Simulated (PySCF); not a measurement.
# TaH2: structure of the quartet

Aim: relax TaH2 as a quartet from a bent start, check by its vibrations whether the end is a minimum, and collect its spectrum and constants.

The runs use PySCF 2.14.0; PBE0, basis Ta def2-TZVP with ECP60, H def2-TZVP, scalar-relativistic core potentials, no spin–orbit coupling, density fitting.

### Step 1. The starting structure

3 atoms, charge 0, spin multiplicity 4.

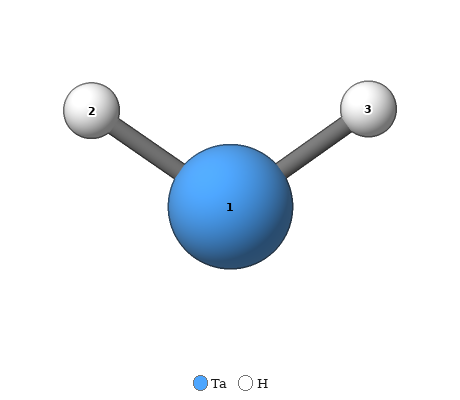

Start geometry, drawn with tantalum blue, hydrogen white; atoms are numbered from 1 in the order of the file.

```xyz
3
charge 0 multiplicity 4
Ta    0.0000    0.0000    0.0000
H     1.4581    0.0000    1.0210
H    -1.4581    0.0000    1.0210
```

### Step 2. The SCF at the typed geometry

The steps below are one call of a driver around PySCF. For each, scf.py gives the equivalent set-up of the SCF; relaxations use the driver's own optimiser. After this first run the driver tries any further starts and a stability analysis.

File scf.py:

```python
from pyscf import gto, scf, dft
mol = gto.M(atom='''
Ta     0.000000     0.000000     0.000000
H      1.458100     0.000000     1.021000
H     -1.458100     0.000000     1.021000''',
    basis={'Ta': 'def2-TZVP', 'H': 'def2-TZVP'},
    ecp={'Ta': 'def2-TZVP'},
    charge=0, spin=3)
mf = dft.UKS(mol, xc='PBE0')
mf.grids.atom_grid = (50, 194)
aux = {'Ta': 'def2-universal-JKFIT', 'H': 'def2-universal-JKFIT'}
mf = mf.density_fit(auxbasis=aux)
mf.conv_tol = 1e-08
mf.diis_space = 10
mf.max_cycle = 60
mf.init_guess = 'minao'
mf.verbose = 4
mf.kernel()
```

Started as:

```
$ OMP_NUM_THREADS=2 python axn.py task.json out
```

Further steps of the session: Relaxing the quartet from the bent start; Vibrations and properties at this point.

Before running it: what results should come out? Wanted: minimum; geometry; wavenumbers; dipole moment; highest occupied, lowest empty level; polar-tensor charge of Ta1; zero-point energy; atomisation energy; ⟨S²⟩.

As calculated:

```
                                          quantity                             value
                                           minimum                      quartet, C2v
                                          geometry  Ta–H 1.774 Å (×2); H–Ta–H 116.5°
                                wavenumbers (cm⁻¹)    673 (a1), 1814 (b2), 1826 (a1)
                                     dipole moment                            2.13 D
highest occupied, lowest empty level (either spin)                   -5.27, -2.57 eV
                        polar-tensor charge of Ta1                           +0.55 e
                                 zero-point energy                       25.8 kJ/mol
                               entropy at 298.15 K                   245.9 J/(mol K)
         atomisation energy (no zero-point energy)                        552 kJ/mol
                                              ⟨S²⟩                             3.763
```

In words: The molecule stays C2v, as typed, and the end point is a minimum. In the infrared the band at 1814 cm⁻¹ (b2, stretch) leads. Most of the spin sits on Ta1 (Mulliken spin 3.17, against 3 for the whole molecule). Other starts or spin states, not run here, may lie lower. One determinant may miss the lowest occupation of an open d or f shell. With an element this heavy the missing spin–orbit coupling can shift these numbers.
